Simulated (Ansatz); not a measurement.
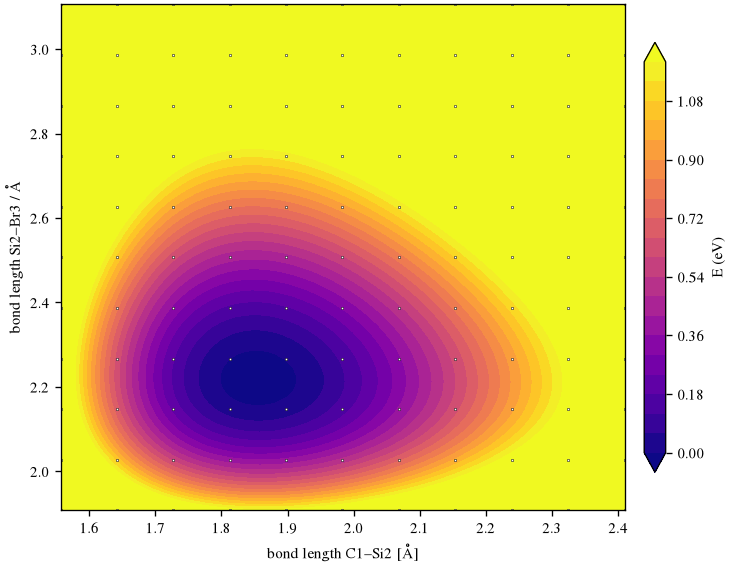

C2H5BrOSi, SMILES C[Si]1(Br)CO1. The first coordinate is: bond length C1–Si2; the second: bond length Si2–Br3. Nothing is relaxed (all other coordinates rigid). The grid has 11 × 11 points. Points are written as (first, second). Energies are in eV, from the lowest grid point. Theory: Ansatz, RHF/def2-SVP.

Drawn: filled contours, dots at the grid points, one colour for all values above the top of the scale. Between grid points the surface is interpolated.

Q: Where is the minimum, and how stiff is the well along each coordinate?

A: The interpolated minimum is at bond length C1–Si2 ≈ 1.854 Å, bond length Si2–Br3 ≈ 2.219 Å. The curvatures there are about 21 eV/Å² and 16 eV/Å², with a cross term of about 0.5 eV/Å². Round the minimum the two coordinates are nearly uncoupled.
